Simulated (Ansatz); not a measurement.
## GaIr (Pm-3m): relaxing the cell for a phonon run

Aim: bring GaIr (Pm-3m) to small forces and stress, as phonons need.

Method: DFT PBEsol, scalar-relativistic, plane waves, norm-conserving pseudopotentials, in Ansatz 0.2.0.

### 1. The starting structure

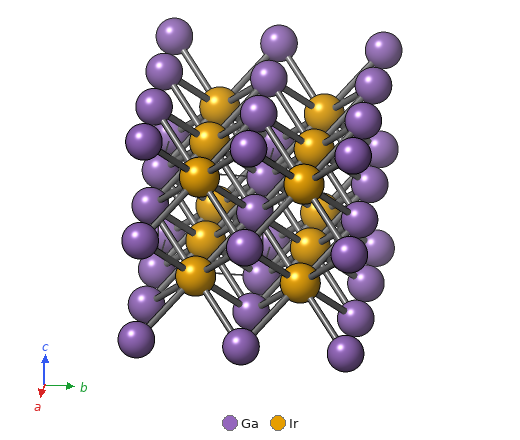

The starting structure, seen slightly off an axis (gallium purple, iridium orange). 3×2×2 cells are drawn. Some periodic images of atoms are drawn too.

### 2. Probe on a coarse mesh

A quick single point on a coarse mesh tells whether the cell has a gap and how far it is from rest, which sets the k mesh and smearing that follow.

input.yaml reads:

```yaml
crystal:
  lattice:
    - [3.004, 0.0, 0.0]
    - [0.0, 3.004, 0.0]
    - [0.0, 0.0, 3.004]
  atoms:
    - { symbol: Ga, position: [0.0, 0.0, 0.0] }
    - { symbol: Ir, position: [0.5, 0.5, 0.5] }
kpoints:
  mp_grid: { grid: [6, 6, 6] }
hamiltonian:
  xc: pbesol
  pseudopotentials: { kind: nc }
scf:
  occupations: { method: gaussian, width: 0.1 }
output:
  forces: true
  stress: true
  eigenvalues: true
```

Launch:

```console
$ ansatz run input.yaml --threads 4 --pin off --max-ram 7168MiB --backend cpu --events-out ev --progress --plain --runs-dir out
```

Numbers of over 12 decimals in the logs are rounded to 6 here.

What it wrote:

```text
Engine: ansatz 0.2.0, x86_64-unknown-linux-gnu
Pseudopotentials: kind: nc
Pseudopotential: Ga, nc, valence charge 13, recommended cutoff 1088.45545 eV (normal), Ga.nc.azcp (PseudoDojo's, or run here from an input of PseudoDojo's: the run reads no file of this project's for it)
[...]
--- Band table (eV; the first three rows and the last of 20) ---
  k-point 0: bands = [... 11 lower, 16.5310, 20.3401, 20.3401, 20.3401, 25.5983, 25.5983, 25.5983, 31.2473]
  k-point 1: bands = [... 11 lower, 16.6097, 19.5821, 19.5821, 20.3523, 23.4497, 26.9104, 26.9104, 32.4395]
  k-point 2: bands = [... 11 lower, 16.7776, 18.5268, 18.5268, 20.3771, 21.8967, 29.6644, 29.6644, 31.0969]
  k-point 19: bands = [... 11 lower, 14.9983, 20.1128, 21.7358, 21.7358, 25.2655, 25.2655, 25.2655, 28.2053]
[key lines of the parts left out:]
SCF converged after 7 iterations
Free energy (F): -5204.073497 eV
Fermi energy:    21.855961 eV
P = ⅓ Tr σ = 4.3088 GPa (43.088 kbar)
```

It took 1.1 s on 4 threads of AMD EPYC 7R43, shared host; peak memory 0.37 GiB.

This step gave:

```yaml
pressure: 4.309 GPa
volume_per_atom: 13.55 Å³
gap_on_the_k_mesh: 0 eV
```

The coarse mesh shows no gap and a pressure of 4.3 GPa.

### 3. Relaxation

Harmonic phonons are second derivatives at a point where the forces vanish, and they are wanted at zero stress, so atoms and cell are relaxed first.

input.yaml, the sections that differ from step 2:

```yaml
kpoints:
  mp_grid: { grid: [12, 12, 12] }
output:
  forces: true
  stress: true
  eigenvalues: true
  write_density: true
  write_potential: true
  elf: true
  volumetric_format: npy
relax:
  adjacent_minimum: "off"
  f_tol: 0.005
  max_steps: 80
  cell: { stress_tol: 0.05 }
# crystal, hamiltonian, scf: as in step 2
```

What it wrote:

```text
[...]
Crystal: 2 atoms, lattice volume = 27.108 Å³
Basis set: ecut = 1088.45545 eV, 2205 PW (Γ), exchange–correlation on 72×72×72 points (8 copies of the dense FFT grid, shifted against one another)
Bands: 19, of which v1, the nominal top of the filled ones, is band 15 counted from 1 (14 counted from 0)
Symmetry: 48 space group operations
[...]
k-points: 84 of 1728
[...]
SCF iter   1: F=—  HF=-5204.179903 eV  |F-HF|=—  |Δ(HF+E_count)|=         —  Δρ=4.71e-2  dr2=3.88e-1  ethr=3.10e-3  ⟨swp⟩=5.1  Hψ=6887  notcnv=0
[...]
SCF iter   7: F=-5204.077499 eV  HF=-5204.077499 eV  |F-HF|=1.49e-9  |Δ(HF+E_count)|=   4.33e-9  Δρ=1.41e-5  dr2=1.17e-8  ethr=3.33e-10  ⟨swp⟩=9.9  Hψ=11896  notcnv=0
SCF 1 converged in 7 iterations: F = -5204.077499 eV  dr2 = 1.17e-8
relax step   1: F+E_penalty+E_count = -5204.07749937 eV  Δ(F+E_penalty+E_count) = +0.000e0 eV  max|allowed force component| = 5.982e-30 eV/Å  Δτ_max = 0.0000 Å  P = +4.173 GPa  Ω = 27.108 Å³  (7 SCF iters, dr2 threshold 1.00e-7 eV, accepted)
Crystal: 2 atoms, lattice volume = 27.820 Å³
Basis set: ecut = 1088.45545 eV, 2301 PW (Γ), exchange–correlation on 72×72×72 points (8 copies of the dense FFT grid, shifted against one another)
[...]
iter 1 solved again at ethr=6.82e-7 eV; its pass at ethr=3.10e-3 eV (dr2=2.05e-4 eV) is discarded
[...]
SCF iter   5: F=-5204.081087 eV  HF=-5204.081087 eV  |F-HF|=8.20e-9  |Δ(HF+E_count)|=   4.85e-8  Δρ=1.60e-5  dr2=2.72e-8  ethr=6.67e-10  ⟨swp⟩=9.0  Hψ=11912  notcnv=0
SCF 2 converged in 5 iterations: F = -5204.081087 eV  dr2 = 2.72e-8
relax step   2: F+E_penalty+E_count = -5204.08108749 eV  Δ(F+E_penalty+E_count) = -3.588e-3 eV  max|allowed force component| = 9.269e-30 eV/Å  Δτ_max = 0.0000 Å  P = -2.294 GPa  Ω = 27.820 Å³  energy of the carried Pulay correction = -2.378e-4 eV  (5 SCF iters, dr2 threshold 2.00e-7 eV, accepted)
Crystal: 2 atoms, lattice volume = 27.564 Å³
[...]
SCF iter   1: F=—  HF=-5204.083096 eV  |F-HF|=—  |Δ(HF+E_count)|=         —  Δρ=4.65e-4  dr2=3.63e-5  ethr=5.39e-8  ⟨swp⟩=3.0  Hψ=10782  notcnv=0
eigensolver tolerance schedule calibrated: the retry pair's looser diagonalisation under-reported the residual by θ = 0.56 (0.12/decade); ethr = c·dr2/N_el runs at the constant in force after the calibration composes with the one it found (an armed cap, an earlier calibration), c = 7.4e-2
[...]
SCF iter   2: F=—  HF=-5204.083085 eV  |F-HF|=—  |Δ(HF+E_count)|=   1.05e-5  Δρ=1.58e-4  dr2=8.50e-6  ethr=5.39e-8  ⟨swp⟩=2.0  Hψ=2777  notcnv=0
[...]
SCF iter   5: F=-5204.083083 eV  HF=-5204.083083 eV  |F-HF|=1.72e-8  |Δ(HF+E_count)|=   5.12e-8  Δρ=1.26e-5  dr2=2.83e-8  ethr=4.90e-10  ⟨swp⟩=8.3  Hψ=10020  notcnv=0
SCF 3 converged in 5 iterations: F = -5204.083083 eV  dr2 = 2.83e-8
relax step   3: F+E_penalty+E_count = -5204.08308319 eV  Δ(F+E_penalty+E_count) = -1.996e-3 eV  max|allowed force component| = 1.367e-29 eV/Å  Δτ_max = 0.0000 Å  P = -0.070 GPa  Ω = 27.564 Å³  energy of the carried Pulay correction = -1.528e-4 eV  (5 SCF iters, dr2 threshold 2.00e-7 eV, accepted)
[...]
relax step   4: F+E_penalty+E_count = -5204.08308762 eV  Δ(F+E_penalty+E_count) = -4.430e-6 eV  max|allowed force component| = 3.497e-29 eV/Å  Δτ_max = 0.0000 Å  P = +0.001 GPa  Ω = 27.556 Å³  energy of the carried Pulay correction = -1.501e-4 eV  (3 SCF iters, dr2 threshold 1.24e-8 eV, accepted)
[...]
SCF iter   5: F=-5204.083268 eV  HF=-5204.083268 eV  |F-HF|=9.09e-13  |Δ(HF+E_count)|=  2.73e-11  Δρ=2.47e-7  dr2=3.40e-12  ethr=1.00e-12  ⟨swp⟩=5.8  Hψ=7444  notcnv=0
SCF 5 converged in 5 iterations: F = -5204.083268 eV  dr2 = 3.40e-12
relax step   5: F+E_penalty+E_count = -5204.08326758 eV  Δ(F+E_penalty+E_count) = -1.800e-4 eV  max|allowed force component| = 2.735e-29 eV/Å  Δτ_max = 0.0000 Å  P = +0.026 GPa  Ω = 27.556 Å³  stress off target by 2.55e-2 GPa  SCF on the basis re-selected at this cell (its energy is not comparable with the rows above)  (5 SCF iters)
basis re-selected at this cell: Δ(F+E_penalty+E_count) = -1.800e-4 eV, ΔP = +0.024 GPa vs the last step (what re-selecting the basis moved, of the pressure what is left beyond the Pulay correction that the steps carried, after the strain that the cell walked since its last selection, with what the two solves' SCF thresholds leave and, on support functions, any second-order correction that the steps lacked; it is no m [...]
SCF converged after 5 iterations
Free energy (F): -5204.083268 eV
[...]
Internal energy: -5204.080951 eV  (E = F + TS)
E sigma→0 (E₀):  -5204.082109 eV
Entropy (-TS):   -0.002317 eV (-1.158 meV/atom)
Fermi energy:    21.388090 eV
[...]
--- Stress (GPa, compression-positive) ---
        0.025529       0.000000       0.000000
        0.000000       0.025529       0.000000
        0.000000       0.000000       0.025529
  P = ⅓ Tr σ = 0.0255 GPa (0.255 kbar)
--- Band table (eV; the first three rows and the last of 84) ---
  k-point 0: bands = [... 11 lower, 16.2089, 19.9235, 19.9235, 19.9235, 25.1416, 25.1416, 25.1416, 30.5749]
  k-point 1: bands = [... 11 lower, 16.2447, 19.7004, 19.7004, 19.9269, 24.3886, 25.5013, 25.5013, 31.1365]
  k-point 2: bands = [... 11 lower, 16.2880, 19.1880, 19.1880, 19.9362, 22.9914, 26.4256, 26.4256, 31.7960]
  k-point 83: bands = [... 11 lower, 14.7063, 19.6436, 21.2840, 21.2840, 24.8079, 24.8079, 24.8079, 27.6190]
--- Relaxed structure (4 steps of the walk, 4 accepted, 1 SCFs on fresh bases) ---
  F+E_penalty+E_count = -5204.08326758 eV   max|allowed force component| = 2.735e-29 eV/Å   (the final SCF, on the basis selected at the relaxed cell)
  cell:  # Å, volume = 27.5555 Å³
    - [3.020436, 0, 0]
    - [0, 3.020436, 0]
    - [0, 0, 3.020436]
  atoms:
    - { symbol: Ga, position: [0, 0, 0] }
    - { symbol: Ir, position: [0.500000, 0.500000, 0.500000] }
```

Elapsed: 18 s, on 4 threads; peak memory 0.49 GiB.

Step by step:

```csv
step,energy less that of the first step (eV),largest force component (eV/Å),pressure (GPa),volume (Å³)
1,0.0000,0.0000,4.17,27.11
2,-0.0036,0.0000,-2.29,27.82
3,-0.0056,0.0000,-0.07,27.56
4,-0.0056,0.0000,0.00,27.56
5*,-0.0058,0.0000,0.03,27.56
```

Relaxation steps marked * repeat the geometry before them on a plane-wave basis chosen anew for their cell, so energy and pressure can jump there.

Forces are held to the 48 operations that the run works with; a distortion that breaks them can't arise in this run.

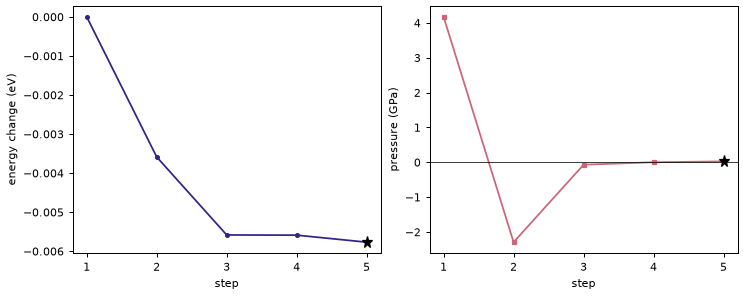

Energy and pressure along the relaxation. Stars mark steps on a basis chosen anew.

```csv
"conventional cell, symmetrised",before,after,change
a (Å),3.004,3.020,+0.5 %
b (Å),3.004,3.020,+0.5 %
c (Å),3.004,3.020,+0.5 %
volume (Å³/atom),13.55,13.78,+1.7 %
```

Final coordinates:

```
Ga Ir
1.0
     3.02044    0.00000    0.00000
     0.00000    3.02044    0.00000
     0.00000    0.00000    3.02044
Ga Ir
1 1
Direct
  0.00000 0.00000 0.00000
  0.50000 0.50000 0.50000
```

Numbers from this step:

| Item | Value |
| --- | --- |
| pressure | 0.02553 GPa |
| volume per atom | 13.78 Å³ |

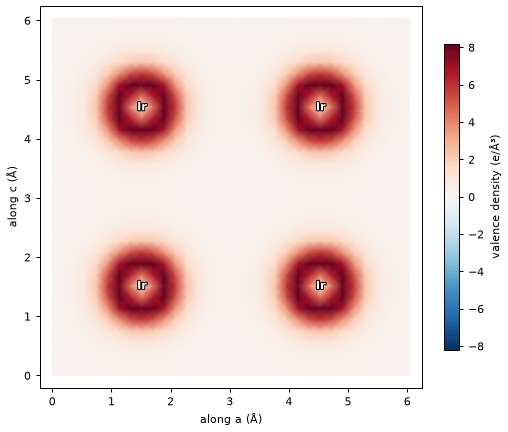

Valence density in the ac plane at fractional y = 0.500, with atoms of Ir within 0.2 Å of it. It is the smooth field of the valence electrons, not physical close to the nuclei.

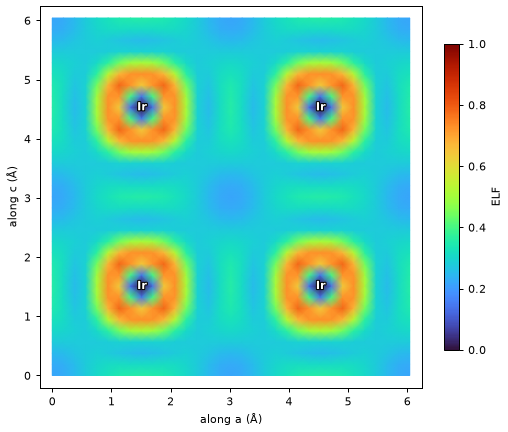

ELF in the ac plane at fractional y = 0.500, with atoms of Ir within 0.2 Å of it. It is the smooth field of the valence electrons, not physical close to the nuclei.

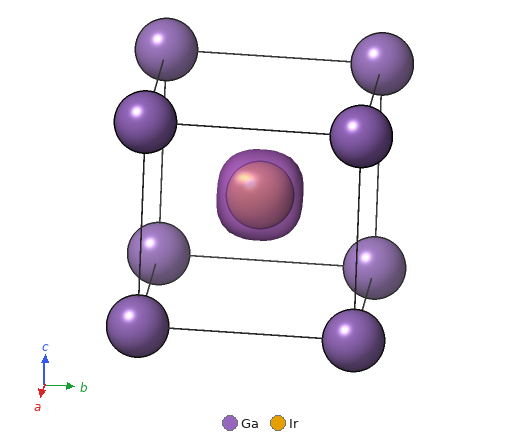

Surface of ELF = 0.7.

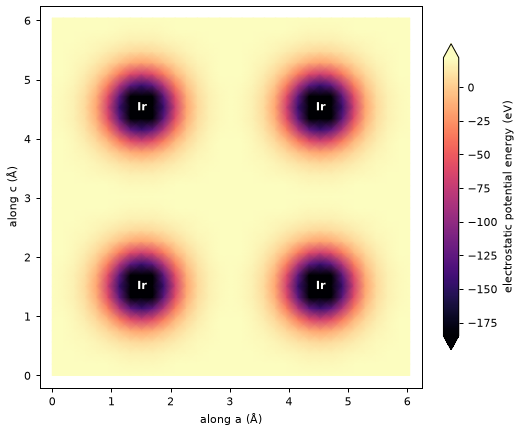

Electrostatic potential energy in the ac plane at fractional y = 0.500, with atoms of Ir within 0.2 Å of it. With pseudopotentials it is smooth inside the atoms' cores, unlike the true potential.

In this step the volume went from 13.55 to 13.78 Å³/atom.

### 4. Relaxing to small forces for the phonons

Phonons need a cell at rest on their own settings, so the relaxation is repeated with tight tolerances on forces and stress, using the mesh and the filling of the phonon run that follows.

input.yaml, the sections that differ from step 3:

```yaml
crystal:
  lattice:
    - [3.0204357621, 0.0, 0.0]
    - [0.0, 3.0204357621, 0.0]
    - [0.0, 0.0, 3.0204357621]
  atoms:
    - { symbol: Ga, position: [0.0, 0.0, 0.0] }
    - { symbol: Ir, position: [0.5, 0.5, 0.5] }
scf:
  occupations: { method: methfessel_paxton, width: 0.15 }
relax:
  adjacent_minimum: "off"
  f_tol: 0.001
  max_steps: 60
  cell: { stress_tol: 0.01 }
# kpoints, hamiltonian, output: as in step 3
```

What it wrote:

```text
[...]
Crystal: 2 atoms, lattice volume = 27.556 Å³
Basis set: ecut = 1088.45545 eV, 2301 PW (Γ), exchange–correlation on 72×72×72 points (8 copies of the dense FFT grid, shifted against one another)
Bands: 19, of which v1, the nominal top of the filled ones, is band 15 counted from 1 (14 counted from 0)
Symmetry: 48 space group operations
[...]
k-points: 84 of 1728
[...]
k-point 83: bands = [... 11 lower, 14.7060, 19.6443, 21.2828, 21.2828, 24.8077, 24.8077, 24.8077, 27.6185]
--- Relaxed structure (1 steps of the walk, 1 accepted, 1 SCFs on fresh bases) ---
[...]
cell:  # Å, volume = 27.5555 Å³
    - [3.0204357621, 0.0, 0.0]
    - [0.0, 3.0204357621, 0.0]
    - [0.0, 0.0, 3.0204357621]
  atoms:
    - { symbol: Ga, position: [0.0, 0.0, 0.0] }
    - { symbol: Ir, position: [0.5, 0.5, 0.5] }
[key lines of the parts left out:]
SCF converged after 6 iterations
Free energy (F): -5204.081402 eV
Fermi energy:    21.407474 eV
P = ⅓ Tr σ = 0.0045 GPa (0.045 kbar)
```

Wall time 9.3 s (4 threads); peak memory 0.46 GiB; 32 s of CPU time.

Little changed from the start: no atom moved by 0.005 Å and no cell edge by 0.1 %.

This step gave:

* pressure: 0.004466 GPa

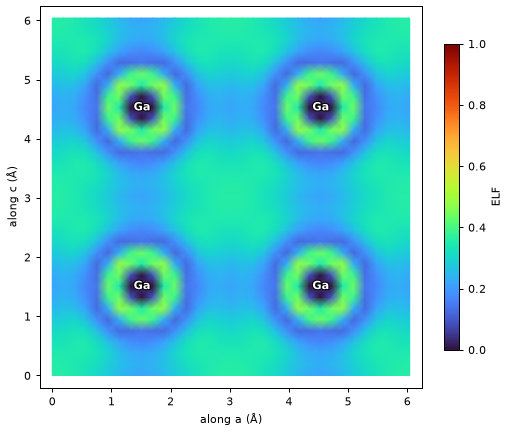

ELF in the ac plane at fractional y = 0.000, with atoms of Ga within 0.2 Å of it. It is the smooth field of the valence electrons, not physical close to the nuclei. The map starts off the cell's origin, so that atoms lie inside it.

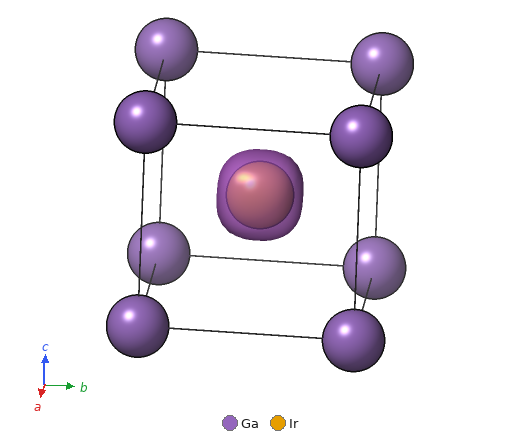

Surface of ELF = 0.7.

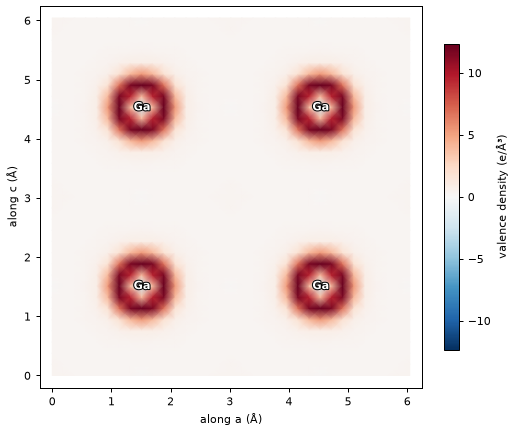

Valence density in the ac plane at fractional y = 0.000, with atoms of Ga within 0.2 Å of it. It is the smooth field of the valence electrons, not physical close to the nuclei. The map starts off the cell's origin, so that atoms lie inside it.

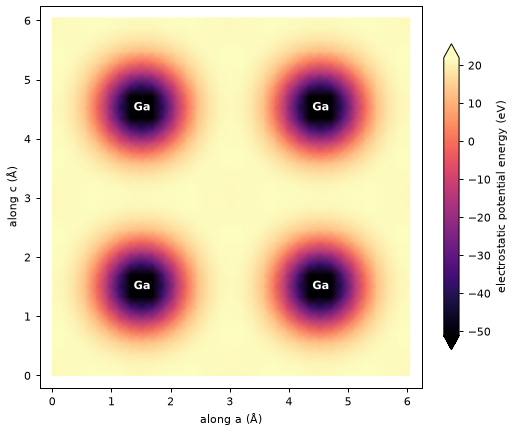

Electrostatic potential energy in the ac plane at fractional y = 0.000, with atoms of Ga within 0.2 Å of it. With pseudopotentials it is smooth inside the atoms' cores, unlike the true potential. The map starts off the cell's origin, so that atoms lie inside it.

The forces vanish by symmetry and the pressure is 0.004 GPa, within the tolerances set. The cell now holds 13.78 Å³/atom.

### 5. Results

```yaml
space_group_after_relaxation_within_0p01_a: Pm-3m
lattice_constant_a: 3.020 Å
lattice_constant_b: 3.020 Å
lattice_constant_c: 3.020 Å
volume_per_atom: 13.8 Å³
```

What this shows: The forces vanish by symmetry and the pressure is 0.004 GPa, within the tolerances set. The cell now holds 13.78 Å³/atom. The relaxation keeps the symmetry of its start, so it says nothing on stability against lower symmetry. Spin-orbit coupling is left out, which can matter for the heavy elements here.

[Logs are printed without paths, hosts, clocks, repeated set-up lines and the standing remarks that a program may print on its own settings, such as how far it seeks lower states.]

[Hosts, paths, dates, database ids (printed as entryN), source tags and the programs' standing remarks are cut or masked in the printed files.]
